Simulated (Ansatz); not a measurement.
## TiN (rock salt): energy over volume and axial ratio

TiN (rock salt)

Space group Fm-3m (No. 225); a = b = c = 4.2333 Å, α = β = γ = 90.00°

| atom | site | symmetry | x | y | z |
|---|---|---|---|---|---|
| N | 4a | m-3m | 0.0000 | 0.0000 | 0.0000 |
| Ti | 4b | m-3m | 0.5000 | 0.5000 | 0.5000 |
(The calculation used a cell of 2 atoms; values per cell refer to that cell.)

The relaxed cell is deformed in two ways at once: its volume V is scaled, and at that volume it is stretched along z (the c axis of the conventional cell) so that c/a changes. Fractional atomic positions are held.

The numbers are results of r2SCAN (plane waves to 500 eV, PAW, scalar-relativistic; Ansatz, an electronic-structure program), not measurements. k mesh 19×19×19 (Γ-centred), Fermi-Dirac smearing 0.05 eV. E stands for the smeared free energy. With partly filled bands, the response to shear is sensitive to the k mesh, so small differences along c/a are uncertain. The PAW data are Ansatz's earlier set. TiN is run without spin polarisation. TiN was relaxed with its symmetry unable to fall. The zero of ΔE is the relaxed starting cell.

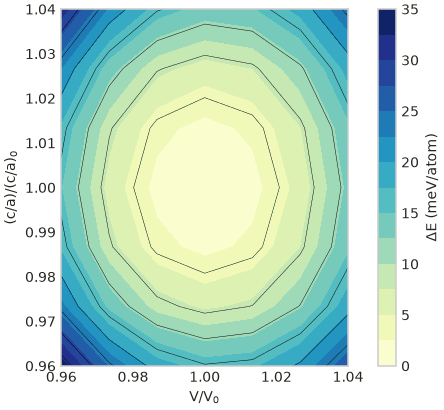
*ΔE (meV/atom) over the 7×7 grid of computed points.*

The shear modulus C′ = (C11 − C12)/2 (fit, atoms clamped) comes out as 230 GPa. Highest place on the grid: V/V₀ = 0.960, (c/a)/(c/a)₀ = 0.960 (34 meV/atom). Lowest place on the grid: V/V₀ = 1.000, (c/a)/(c/a)₀ = 1.000 (0 meV/atom).

Near the relaxed cell σzz − σxx = −2Cδ (compression positive), C being this modulus and δ the logarithm of the ratio.

(Under strain, the slope of the energy per volume gives the stress and its curvature an elastic modulus.)
